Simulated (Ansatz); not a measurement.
## Electronic structure of C3H12InP in real space

Input file:

```
crystal:
  periodic: [false, false, false]
  atoms:
    - {symbol: C, position_ang: [-0.603600, 0.351476, -1.706599]}
    - {symbol: P, position_ang: [0.032459, -0.024326, -0.045344]}
    - {symbol: C, position_ang: [1.768056, 0.512863, -0.112483]}
    - {symbol: C, position_ang: [0.139340, -1.839105, -0.020721]}
    - {symbol: In, position_ang: [-1.382342, 1.033388, 1.950833]}
    - {symbol: H, position_ang: [-0.622907, 1.433629, -1.846203]}
    - {symbol: H, position_ang: [0.011209, -0.103921, -2.486608]}
    - {symbol: H, position_ang: [-1.626875, -0.018277, -1.790277]}
    - {symbol: H, position_ang: [2.261183, 0.248031, 0.824209]}
    - {symbol: H, position_ang: [1.802824, 1.598510, -0.217434]}
    - {symbol: H, position_ang: [2.301736, 0.050685, -0.946330]}
    - {symbol: H, position_ang: [-0.867393, -2.257777, -0.066994]}
    - {symbol: H, position_ang: [0.729104, -2.220077, -0.857888]}
    - {symbol: H, position_ang: [0.595098, -2.158287, 0.918012]}
    - {symbol: H, position_ang: [-1.202932, 2.707593, 1.517669]}
    - {symbol: H, position_ang: [-2.901958, 0.260005, 1.611488]}
    - {symbol: H, position_ang: [-0.433002, 0.425581, 3.274659]}
basis:
  gaussian: {orbitals: def2-TZVPP}
hamiltonian: {xc: pbe0, dispersion: d4}
output: {orbitals: {seedname: orbitals}}
```

Run with:

```sh
ansatz run in.yaml --threads 4 --pin off --events-out ev --progress --plain --max-ram 11315MiB
```

Geometry: PBE0-D4/def2-TZVP; core potentials replace the inner electrons of In.

Computed with Ansatz 0.2.0, RKS PBE0-D4/def2-TZVPP.

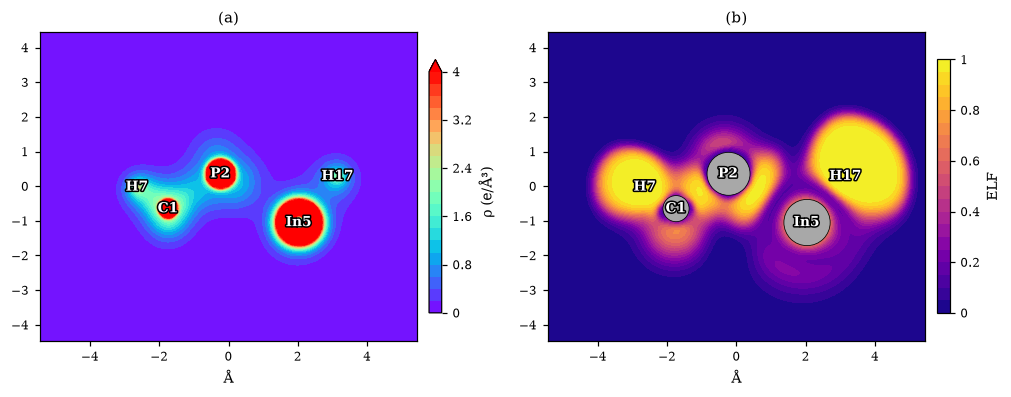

Figure 1. (a) electron density; (b) electron localisation function on the plane of atoms C1, P2 and In5. Grey discs cover the atomic cores in the ELF map.

Question: Describe what can be read from this map.

Answer: Atoms in the plane: C, P, In and H.
C–P (1.82 Å): the density is about 1.2 e/Å³ at the midpoint; the ELF peaks at about 0.95 between the atoms, as expected for a shared electron pair.
In–P (2.67 Å): ρ is about 0.38 e/Å³ halfway; the ELF peaks at about 1 in the valence shell of P, 1.0 Å from its nucleus, and drops to about 0.15 between the two atoms.
C–H (1.09 Å): the density is about 2 e/Å³ at the midpoint; the ELF climbs to about 1 towards the hydrogen, as it does in any bond to H; an ordinary covalent bond to hydrogen.
In–H (1.74 Å): ρ is about 1.1 e/Å³ halfway; the ELF climbs to about 1 towards the hydrogen.

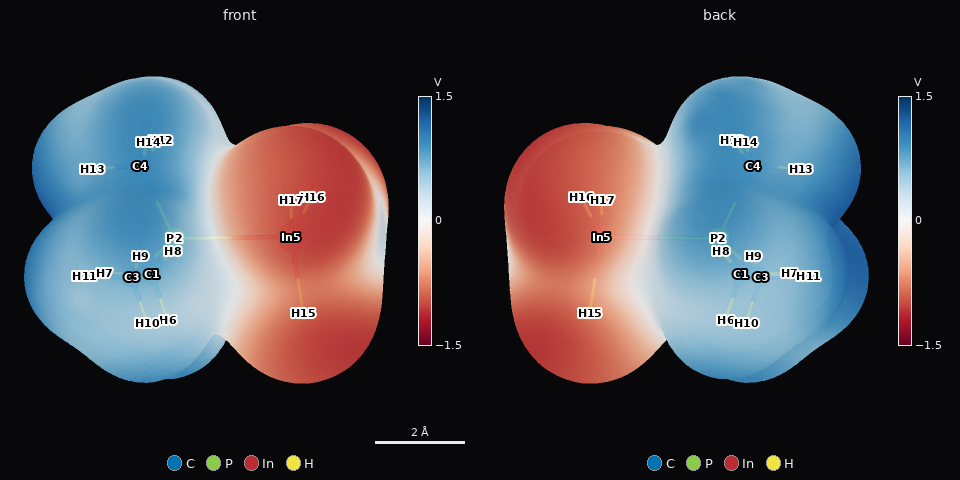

Figure 2. The electrostatic potential painted on the density surface at 0.001 e/bohr³, seen from the front and from behind; red is negative and blue positive.

Question: Describe the electrostatic potential map.

Answer: The most negative region (about −1.0 V) lies over H15, H16 and H17, the most positive (about +1.2 V) over H7, H11 and H13.

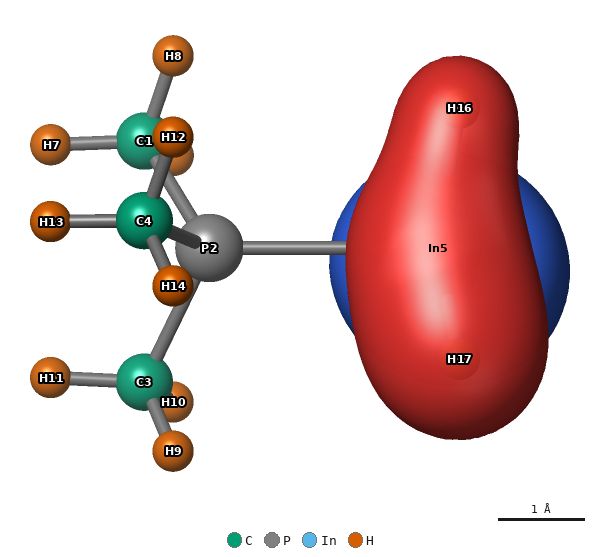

Figure 3. The HOMO at ±0.1 Å⁻³ᐟ² (red and blue are the two phases), seen from one side.

Question: Describe this orbital and give its energy.

Answer: It lies mainly on In5 (about 40 %), H15 (about 35 %) and H17 (about 15 %). It is one of a degenerate set, so its orientation is arbitrary. Its energy is −7.14 eV.
